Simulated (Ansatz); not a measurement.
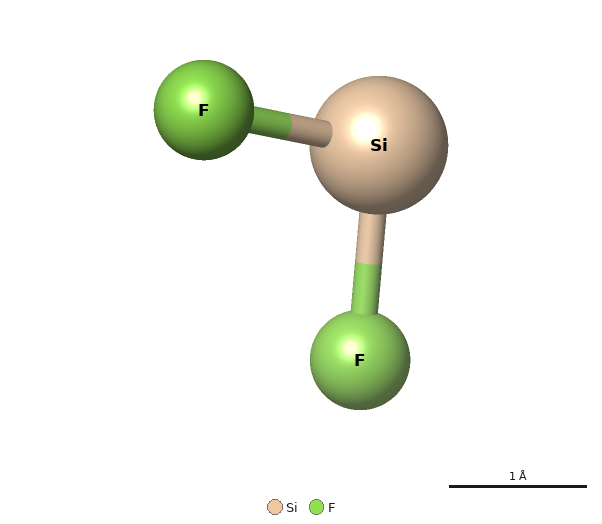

The structure as it stands in the input.

Ansatz 0.2.0 input:

```yaml
crystal:
  periodic: [false, false, false]
  atoms:
    - {symbol: Si, position_ang: [-1.446631, -1.554414, 0.198722]}
    - {symbol: F, position_ang: [-0.005738, -1.818865, 0.845594]}
    - {symbol: F, position_ang: [-1.111327, -1.745821, -1.355468]}
basis:
  gaussian: {orbitals: def2-TZVPP}
hamiltonian: {xc: {name: B3LYP}, dispersion: d4}
```

It was started with:

```sh
ansatz run in.yaml --threads 4 --pin off --events-out ev --progress --plain --max-ram 9574MiB
```

What the program printed:

```
Functional definition: B3LYP
  name "B3LYP"
  cite "Stephens, Devlin, Chabalowski & Frisch, J. Phys. Chem. 98, 11623 (1994) doi:10.1021/j100096a001"
  cite "Becke, Phys. Rev. A 38, 3098 (1988) doi:10.1103/PhysRevA.38.3098"
  cite "Lee, Yang & Parr, Phys. Rev. B 37, 785 (1988) doi:10.1103/PhysRevB.37.785"
  cite "Vosko, Wilk & Nusair, Can. J. Phys. 58, 1200 (1980) doi:10.1139/p80-159"
  parameter a0 = 0.2
  parameter ax = 0.72
  parameter ac = 0.81
  exchange = (1 - a0 - ax)*slater_x + ax*b88_x + a0*exact_x
  correlation = (1 - ac)*vwn_rpa_c + ac*lyp_c
603 factors; their error is unknown
mean field evaluation 1: about -13313.7791 eV, gradient 5.0e1 eV
mean field evaluation 2: about -13304.7567 eV, gradient 9.4e1 eV
mean field evaluation 4: about -13317.1447 eV, gradient 8.6e-1 eV
mean field evaluation 8: about -13317.1753 eV, gradient 8.2e-2 eV
mean field -13317.17528073 eV, -489.3971648613 hartree, gradient 1.9e-5 eV, S^2 0.000000; 0 other end points of the search recorded, 0 dependent functions left out
reference -13317.17544352 eV, -489.3971708436 hartree; 16, 16 occupied and 88, 88 virtual orbitals, 603 factors
Total energy: -13317.23531840 eV, -489.3993712051 hartree
```
